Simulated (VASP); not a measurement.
Band structure of TaS₂ (space group P-3m1). These are PBE GGA, VASP's PBE PAW potentials (set 64) (plane waves; VASP) values and carry that method's errors.

Unless said otherwise, spin-orbit coupling is left out, though it shifts the bands of the heavy elements here.

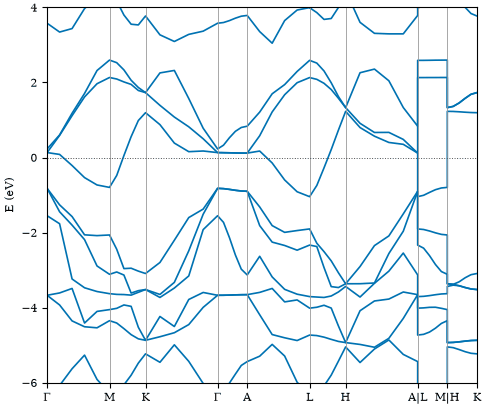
Figure. Bands along high-symmetry lines, zero at the valence-band maximum or, without a gap, the Fermi level

Problem. Read the plot: is there a gap, and where are the band edges?

Solution. It has no gap at this level: it comes out as a metal or semimetal.

The structure comes from a computed database's TaS2 entry; how it stands against other phases isn't given here. The cell was not relaxed at this level. The electron count is odd and the run is not spin-polarised, which forces a metal.
